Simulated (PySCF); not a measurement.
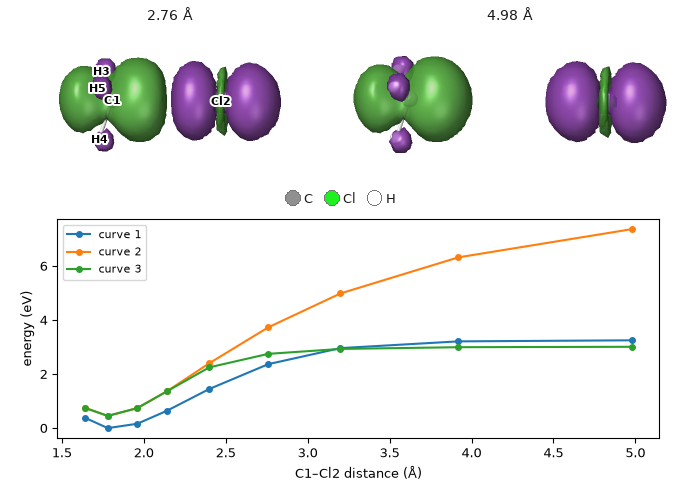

*CH3Cl, SMILES `CCl`. Rigid stretch of the C1–Cl2 bond. Broken-symmetry UHF spin density at ±0.03 e/Å³ (purple: α, green: β). Below: energies along the scan, from the lowest point of the three curves.*

Method: def2-TZVP basis; geometry: GFN2-xTB; program: PySCF. No frequency check shows the geometry to be a minimum. GFN2-xTB bond lengths at metals and heavier atoms can be off by up to 0.1 Å and shapes distorted, which carries into these values.

Coordinates in Å:

```
C1      -1.1228    0.0000    0.0000
Cl2      0.6544    0.0000    0.0000
H3      -1.4628   -0.6904    0.7654
H4      -1.4629    1.0081    0.2152
H5      -1.4628   -0.3177   -0.9806
```

### How does the broken-symmetry solution share the spin, and how far is it from a pure singlet?

At 4.98 Å excess α spin lies mostly on Cl2 and excess β on C1; the two could be swapped at no cost. ⟨S²⟩ is 0.83 at 2.76 Å and 1.02 at 4.98 Å, against 0 for a pure singlet and 1 for an equal mix of singlet and triplet.

### Which curve is which method?

Curve 1 is CASSCF(2,2). Curve 2 is RHF. Curve 3 is UHF. RHF rises too steeply because it keeps both electrons in one orbital and so mixes in ionic fragments.

### Where does the UHF solution part from RHF?

Between 2.14 Å (⟨S²⟩ = 0, the two coincide) and 2.40 Å (⟨S²⟩ = 0.42); at 4.98 Å ⟨S²⟩ is 1.02 and UHF lies 4.4 eV below RHF.

### How much energy does the stretch cost?

By CASSCF, 3.2 eV from the lowest point of the scan (1.78 Å) to 4.98 Å; RHF gives 6.9 eV from its own lowest point. The fragments aren't relaxed and dynamic correlation is missing, so this isn't a bond dissociation energy.
